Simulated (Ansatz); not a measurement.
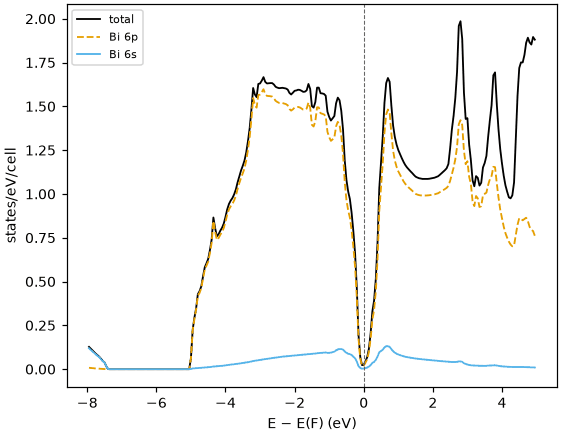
Figure. Total and projected density of states of Bi (A7 (α-As type), R-3m), LDA (plane waves, PAW; program Ansatz)

Q: Which orbitals carry the states next to the Fermi level?

A: Within 0.5 eV of the Fermi level: Bi 6p 88 %, Bi 6s 9 %. Projections are on Löwdin-orthogonalised atomic valence shells; empty p or d shells of many metals are not among them.

Q: Where is the tallest occupied peak in this window, and what makes it?

A: Near -2.9 eV, about 1.7 states/eV per cell; the largest projected share is Bi 6p.

The cell was relaxed with LDA under the symmetry of its start. Spin–orbit coupling is left out wherever it is not named.

Potentials: the later of the program's two PAW sets.
